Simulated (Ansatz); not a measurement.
A series of calculations on CH8ClNSi

### Relaxation

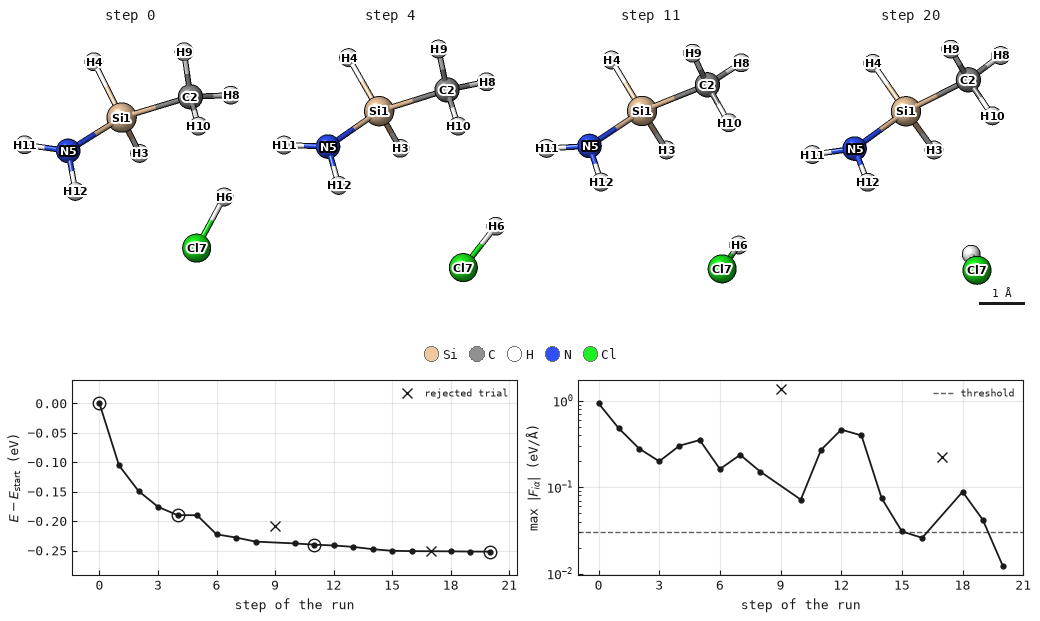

Frames of a relaxation of CH$_{8}$ClNSi, marked on the history of the run. Style: ball-and-stick. Shown face on.

The run prepares an end point of a later path (reaction) calculation, from a guessed geometry.

The calculation used RHF/def2-SVP in Ansatz 0.2.0. (no spin polarisation; force threshold 0.03 eV/Å; at most 50 steps)

> What happens along the run?

Over 18 accepted moves (20 points after the start) the energy falls by 0.252 eV. Largest force component: 0.93 eV/Å at the start, 0.012 eV/Å at the end. The line search rejected the trial steps at points 9, 17 of the run. The forces were under the threshold at step 16, but the run went on from there. H6 moves most after the best rigid fit: 1.62 Å. By element the largest moves are H 1.62 Å, Cl 0.66 Å, C 0.39 Å, Si 0.17 Å, N 0.15 Å. Some distances before and after: H6–Cl7 1.299 → 1.274 Å, Si1–H3 1.486 → 1.496 Å. Among the angles between lasting bonds that change: C2–Si1–H4 108.6° → 111.7°, Si1–C2–H10 113.4° → 110.6°, Si1–C2–H9 108.6° → 110.9°. Groups turn about Si1–C2 by about 30°. From step 0 to 4: H6 moves most (0.72 Å), energy −0.190 eV. From step 4 to 11: H6 moves most (0.65 Å), energy −0.050 eV. From step 11 to 20: H6 moves most (0.61 Å), energy −0.012 eV.

Limits of the set-up: Hartree-Fock leaves out electron correlation.

### Relaxation

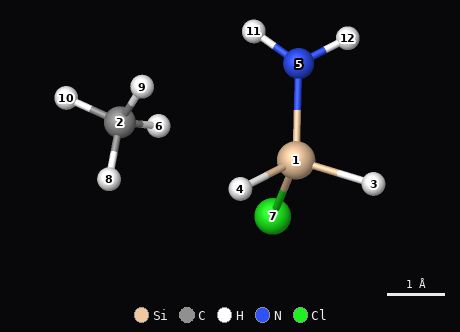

CH$_{8}$ClNSi, before the relaxation. Style: ball-and-stick. Shown face on.

The run prepares an end point of a later path (reaction) calculation, from a guessed geometry.

All numbers below come from Ansatz, RHF/def2-SVP.

Input file:
```yaml
crystal:
  periodic: [false, false, false]
  atoms:
    - { symbol: Si, position_ang: [-0.935007, -0.367176, -1.048341] }
    - { symbol: C, position_ang: [1.094521, -0.339093, 1.41523] }
    - { symbol: H, position_ang: [-1.75617, -0.574002, -2.2507] }
    - { symbol: H, position_ang: [0.040341, -1.444594, -0.890672] }
    - { symbol: "N", position_ang: [-0.236527, 1.179034, -1.218889] }
    - { symbol: H, position_ang: [0.119583, 0.11946, 1.468254] }
    - { symbol: Cl, position_ang: [-2.27258, -0.540936, 0.584001] }
    - { symbol: H, position_ang: [0.981663, -1.421695, 1.429491] }
    - { symbol: H, position_ang: [1.637386, -0.042973, 0.519713] }
    - { symbol: H, position_ang: [1.674334, -0.035581, 2.288288] }
    - { symbol: H, position_ang: [0.376947, 1.592533, -0.546462] }
    - { symbol: H, position_ang: [-0.724491, 1.875123, -1.749911] }
basis:
  gaussian: { orbitals: def2-SVP }
hamiltonian:
  xc: hf
relax:
  f_tol: 0.03
  max_steps: 50
```

Run as
```bash
ansatz run input.yaml --threads 2 --pin off --max-ram 3072MiB --backend cpu --events-out ev --progress --plain --runs-dir out
```

### Predict the outcome.

The largest move after the best rigid fit is that of H8, 1.27 Å. By element the largest moves are H 1.27 Å, C 0.83 Å, Si 0.75 Å, N 0.53 Å, Cl 0.38 Å. Some distances before and after: Si1–Cl7 2.118 → 2.094 Å, C2–H6 1.079 → 1.089 Å, Si1–H4 1.462 → 1.471 Å. Bond angles that change, for instance: H4–Si1–N5 113.9° → 109.3°, H3–Si1–N5 105.9° → 109.1°, Si1–N5–H11 124.0° → 121.2°. Over 21 accepted moves (24 points after the start) the energy falls by 0.280 eV. The largest force component goes from 0.69 to 0.0049 eV/Å. The line search rejected the trial steps at points 3, 6, 23 of the run. The forces were under the threshold at step 7, but the run went on from there.

The structure at the end:

```xyz
12

Si   -1.4250   -0.2715   -1.6121
C     1.5704   -0.3891    2.0979
H    -2.4925   -0.1963   -2.6212
H    -0.5549   -1.4440   -1.7884
N    -0.4826    1.1477   -1.6884
H     0.5401   -0.4170    1.7454
Cl   -2.3955   -0.5489    0.2222
H     1.9158   -1.4045    2.2902
H     2.2087    0.0713    1.3428
H     1.6235    0.1923    3.0180
H     0.3998    1.2107   -1.2182
H    -0.9078    2.0493   -1.7883
```

The end point in the same view:

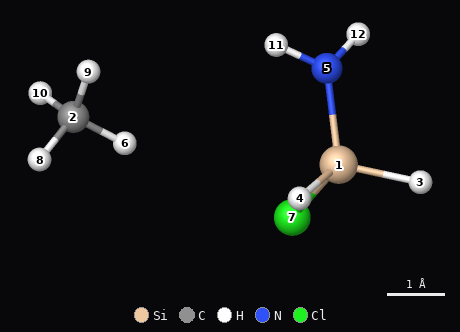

Limits of the set-up: the start holds two separate molecules, 2.3 Å apart at their closest, whose relative position is a soft coordinate and is computed without a dispersion correction; Hartree-Fock leaves out electron correlation.

### Path

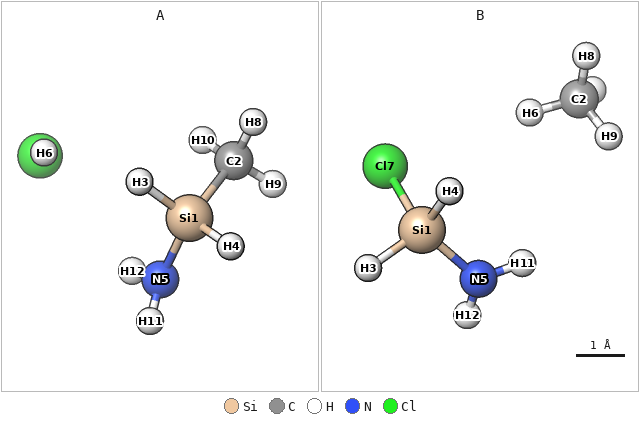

The two relaxed end points of a path for CH₈ClNSi, made up at the start of CH7NSi and HCl. Style: ball-and-stick. Shown at a tilt.

Computed with RHF/def2-SVP (Ansatz).

Settings: 7 movable images; climbing image; force threshold 0.05 eV/Å; iteration limit 60.

Start:
```xyz
12

Si    0.3039   -0.4477   -0.7763
C     1.3017   -0.5580    0.8117
H    -0.8935   -1.3306   -0.6152
H     1.0611   -0.9740   -1.9382
N    -0.0887    1.1960   -1.1296
H    -2.7065   -0.1970    0.9913
Cl   -2.6081    0.8139    1.7597
H     1.5689   -1.5940    1.0344
H     2.2206    0.0271    0.7352
H     0.7239   -0.1734    1.6559
H    -0.3027    1.4784   -2.0662
H    -0.5806    1.7595   -0.4627
```

End:
```xyz
12

Si   -1.4128   -0.1782   -1.6356
C     1.5593   -0.5107    2.0800
H    -2.4743   -0.0462   -2.6452
H    -0.5341   -1.3322   -1.8792
N    -0.4791    1.2486   -1.6163
H     0.5315   -0.5225    1.7195
Cl   -2.3934   -0.5760    0.1710
H     1.9100   -1.5341    2.2106
H     2.1995    0.0001    1.3597
H     1.6028    0.0121    3.0351
H     0.3999    1.2872   -1.1371
H    -0.9093    2.1521   -1.6624
```

Q: What barrier does the band find between them, and by what path?

A: Forward barrier 2.14 eV, backward barrier 3.39 eV, with image 3 at the top; the reaction energy is −1.24 eV. Breaking: H6–Cl7 (1.27 → 1.77 at the top → 3.31 Å), Si1–C2 (1.88 → 2.12 at the top → 4.77 Å). Forming: C2–H6 (4.03 → 1.26 at the top → 1.09 Å), Si1–Cl7 (4.06 → 2.94 at the top → 2.09 Å). The band converged in 18 iterations. The largest component of the band force went from 42 to 0.039 eV/Å. The climbing image converged on the top of the path. Its vibrational analysis gives one imaginary mode (900i cm⁻¹), as a transition state must have.

Energies of the converged images:

```
image  path (Å)  E (eV)
    0      0.00   0.000
    1      1.21   0.054
    2      2.43   0.317
    3      3.64   2.141
    4      4.93   0.720
    5      6.22  -0.791
    6      7.52  -1.180
    7      8.81  -1.239
    8     10.10  -1.245
```

The geometry at the top of the path:

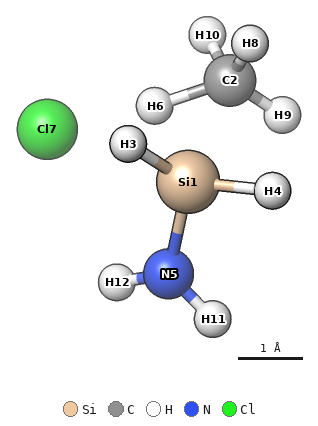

Limits of the set-up: the start holds two separate molecules, 2.7 Å apart at their closest, whose relative position is a soft coordinate and is computed without a dispersion correction; Hartree-Fock leaves out electron correlation.

The run took 2.3 min on 2 threads of AMD EPYC 7B13 (Zen 3) (shared host), peak memory 0.23 GiB.
